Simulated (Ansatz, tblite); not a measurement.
**SiCl(vinyl)3 (C₆H₉ClSi): spin-state energies by level**

Is the singlet the ground state of SiCl(vinyl)3 (C₆H₉ClSi)? Other spin states are computed and compared level by level.

Method: as each input shows; program: Ansatz 0.2.0, Gaussian basis.

The runs, in order: triplet, at the geometry of the singlet (GFN1-xTB, GFN2-xTB, PBE0-D4/def2-TZVP, PBE-D4/def2-TZVP, r2SCAN-D4/def2-TZVP); the singlet's energies come from earlier runs.

2 further runs of the same task are left out: 2 set aside as unsound or not needed.

## Step 1: The geometry

The singlet was relaxed beforehand with PBE-D4/def2-SVP.

17 atoms, charge 0, spin multiplicity 1.

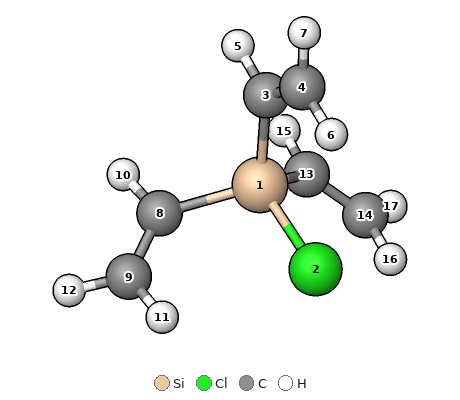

The structure; silicon light orange, chlorine green, carbon grey, hydrogen white; atoms are numbered from 1 in the order of the file.

## Step 2: Triplet at the fixed geometry, GFN1-xTB

Tight binding, by tblite at 300 K electronic temperature and without a spin-polarisation term:

```python
tblite.interface.Calculator('GFN1-xTB', numbers, positions, charge=0, uhf=2).singlepoint()
```

Energy -638.0700 eV; 0.022 s.

## Step 3: Triplet at the fixed geometry, GFN2-xTB

Tight binding, by tblite at 300 K electronic temperature and without a spin-polarisation term:

```python
tblite.interface.Calculator('GFN2-xTB', numbers, positions, charge=0, uhf=2).singlepoint()
```

Energy -638.6527 eV; 0.024 s.

## Step 4: Triplet at the fixed geometry, PBE0-D4/def2-TZVP

Input file in.yaml:

```yaml
crystal:
  periodic: [false, false, false]
  atoms:
    - {symbol: Si, position_ang: [-0.001190, 0.001439, 0.049791]}
    - {symbol: Cl, position_ang: [0.023831, 0.010539, 2.149534]}
    - {symbol: C, position_ang: [1.747794, -0.282921, -0.565211]}
    - {symbol: C, position_ang: [2.822501, -0.480093, 0.222866]}
    - {symbol: H, position_ang: [1.895321, -0.287317, -1.663336]}
    - {symbol: H, position_ang: [2.733932, -0.484857, 1.323052]}
    - {symbol: H, position_ang: [3.831762, -0.643909, -0.193720]}
    - {symbol: C, position_ang: [-0.642125, 1.660388, -0.545780]}
    - {symbol: C, position_ang: [-0.990936, 2.687345, 0.253357]}
    - {symbol: H, position_ang: [-0.735930, 1.793984, -1.641683]}
    - {symbol: H, position_ang: [-0.918342, 2.609651, 1.351976]}
    - {symbol: H, position_ang: [-1.362114, 3.644809, -0.152219]}
    - {symbol: C, position_ang: [-1.129697, -1.381341, -0.526511]}
    - {symbol: C, position_ang: [-1.818938, -2.206629, 0.285149]}
    - {symbol: H, position_ang: [-1.228107, -1.520566, -1.621317]}
    - {symbol: H, position_ang: [-1.757813, -2.114132, 1.383316]}
    - {symbol: H, position_ang: [-2.469960, -3.006391, -0.109252]}
basis:
  gaussian: {orbitals: def2-TZVP}
magnetization: {spin_polarized: true, initial_magnetization: 2}
hamiltonian: {xc: pbe0, dispersion: d4}
scf: {omitted_lower_state_checks: [starts]}
output: {orbitals: {seedname: orbitals}}
```

The run is started by

```console
$ ansatz run in.yaml --threads 4 --pin off --events-out ev --progress --plain --max-ram 8704MiB
```

Log:

```text
Functional definition: PBE0
  name "PBE0"
  cite "Adamo & Barone, J. Chem. Phys. 110, 6158 (1999) doi:10.1063/1.478522"
  cite "Perdew, Burke & Ernzerhof, Phys. Rev. Lett. 77, 3865 (1996) doi:10.1103/PhysRevLett.77.3865"
  parent pbe
  parameter a = 0.25
  parameter kappa = 0.804
  parameter beta = 0.06672455060314922
  exchange = (1 - a)*pbe_x(kappa = kappa, mu = beta*pi^2/3) + a*exact_x
  correlation = pbe_c(beta = beta)
these checks for a lower state are left out or cut short: starts
2012 factors; their error is unknown
mean field evaluation 1: about -26727.5377 eV, gradient 6.4e1 eV
mean field evaluation 2: about -26683.4731 eV, gradient 1.1e2 eV
mean field evaluation 4: about -26739.7886 eV, gradient 3.9e1 eV
mean field evaluation 8: about -26752.4071 eV, gradient 2.5e0 eV
mean field evaluation 16: about -26752.5898 eV, gradient 5.2e-2 eV
mean field -26752.58979184 eV, -983.1395412935 hartree, gradient 5.3e-5 eV, S^2 2.008960; 0 other end points of the search recorded, 0 dependent functions left out
reference -26752.58983250 eV, -983.1395427879 hartree; 39, 37 occupied and 275, 277 virtual orbitals, 2012 factors
Total energy: -26753.02437126 eV, -983.1555117926 hartree
Checks for a lower state left out: starts
```

It took 12 s on 4 threads of Intel Xeon 6975P-C, shared host; peak memory 1.8 GiB.

From the report: HOMO -3.95 eV, LUMO -4.46 eV (over both spins; with the spin held, an empty level of the minority spin lies below the top filled one); ⟨S²⟩ 2.009 (pure: 2.00).

## Step 5: Triplet at the fixed geometry, PBE-D4/def2-TZVP

start.molden holds the orbitals of an earlier run on this state, given as this run's starting guess.

Edit in.yaml of step 4 so:

```diff
@@ -21,5 +21,5 @@
 basis:
-  gaussian: {orbitals: def2-TZVP}
+  gaussian: {orbitals: def2-TZVP, initial_orbitals: start.molden}
 magnetization: {spin_polarized: true, initial_magnetization: 2}
-hamiltonian: {xc: pbe0, dispersion: d4}
+hamiltonian: {xc: pbe, dispersion: d4}
 scf: {omitted_lower_state_checks: [starts]}
```

Launched as before.

Log:

```text
Functional definition: PBE
  name "PBE"
  cite "Perdew, Burke & Ernzerhof, Phys. Rev. Lett. 77, 3865 (1996) doi:10.1103/PhysRevLett.77.3865"
  parent pbe
  parameter kappa = 0.804
  parameter beta = 0.06672455060314922
  exchange = pbe_x(kappa = kappa, mu = beta*pi^2/3)
  correlation = pbe_c(beta = beta)
these checks for a lower state are left out or cut short: starts
1984 factors; their error is unknown
mean field evaluation 1: about -26749.8021 eV, gradient 9.6e0 eV
mean field evaluation 2: about -26749.9925 eV, gradient 3.5e-1 eV
mean field evaluation 4: about -26749.9434 eV, gradient 5.7e-2 eV
mean field evaluation 8: about -26749.9435 eV, gradient 1.8e-4 eV
mean field -26749.94352853 eV, -983.0422929105 hartree, gradient 9.5e-6 eV, S^2 2.006354; 0 other end points of the search recorded, 0 dependent functions left out
reference -26749.94358428 eV, -983.0422949595 hartree; 39, 37 occupied and 275, 277 virtual orbitals, 1984 factors
Total energy: -26750.44689002 eV, -983.0607911040 hartree
Checks for a lower state left out: starts
```

Wall time 5.5 s (4 threads of Intel Xeon 6975P-C, shared host).

Report: HOMO -2.79 eV, LUMO -5.82 eV (over both spins; with the spin held, an empty level of the minority spin lies below the top filled one); ⟨S²⟩ 2.006 (pure: 2.00).

## Step 6: Triplet at the fixed geometry, r2SCAN-D4/def2-TZVP

Edit in.yaml of step 5 so:

```diff
@@ -23,3 +23,3 @@
 magnetization: {spin_polarized: true, initial_magnetization: 2}
-hamiltonian: {xc: pbe, dispersion: d4}
+hamiltonian: {xc: r2scan, dispersion: d4}
 scf: {omitted_lower_state_checks: [starts]}
```

The command is unchanged.

Log:

```text
Functional definition: r2SCAN
  name "r2SCAN"
  cite "Furness, Kaplan, Ning, Perdew & Sun, J. Phys. Chem. Lett. 11, 8208 (2020) doi:10.1021/acs.jpclett.0c02405"
  cite "Furness, Kaplan, Ning, Perdew & Sun, J. Phys. Chem. Lett. 11, 9248 (2020) doi:10.1021/acs.jpclett.0c03077"
  parent r2scan
  parameter k0 = 0.174
  parameter k1 = 0.065
  parameter a1 = 4.9479
  exchange = r2scan_x(k0 = k0, k1 = k1, a1 = a1)
  correlation = r2scan_c
these checks for a lower state are left out or cut short: starts
1984 factors; their error is unknown
mean field evaluation 1: about -26762.6667 eV, gradient 6.3e0 eV
mean field evaluation 2: about -26762.7374 eV, gradient 1.4e-1 eV
mean field evaluation 4: about -26762.6841 eV, gradient 4.7e-3 eV
mean field evaluation 8: about -26762.6841 eV, gradient 1.5e-5 eV
mean field -26762.68407182 eV, -983.5104992408 hartree, gradient 1.5e-5 eV, S^2 2.012839; 0 other end points of the search recorded, 0 dependent functions left out
reference -26762.68409005 eV, -983.5104999106 hartree; 39, 37 occupied and 275, 277 virtual orbitals, 1984 factors
Total energy: -26762.81958857 eV, -983.5154793894 hartree
Checks for a lower state left out: starts
```

Wall time 9 s (4 threads of Intel Xeon 6975P-C, shared host); peak memory 0.74 GiB.

From the report: HOMO -3.14 eV, LUMO -5.19 eV (over both spins; with the spin held, an empty level of the minority spin lies below the top filled one); ⟨S²⟩ 2.013 (pure: 2.00).

## Step 7: Triplet less singlet, vertical

The singlet's energies are those of its earlier runs, whose logs aren't repeated here.

```
              level  triplet less singlet, vertical (eV)     time
           GFN1-xTB                               +4.074  0.032 s
           GFN2-xTB                               +4.020  0.033 s
   PBE-D4/def2-TZVP                               +4.074    8.1 s
r2SCAN-D4/def2-TZVP                               +3.808     13 s
  PBE0-D4/def2-TZVP                               +3.951     19 s
```

Times add the two runs; a level without a time comes out of a correlated run. Tight binding without a spin term can't rank spin states.

## Step 8: Outcome

```
                                                quantity                                     value
triplet less singlet, vertical, functionals in def2-TZVP  +3.808 (r2SCAN-D4) to +4.074 eV (PBE-D4)
```

What this shows: All functionals put the triplet above the singlet, over a spread of 0.267 eV. The checks for a lower triplet were left out, so another state of that spin may lie lower. These are electronic energies, without zero-point motion, entropy or surroundings.
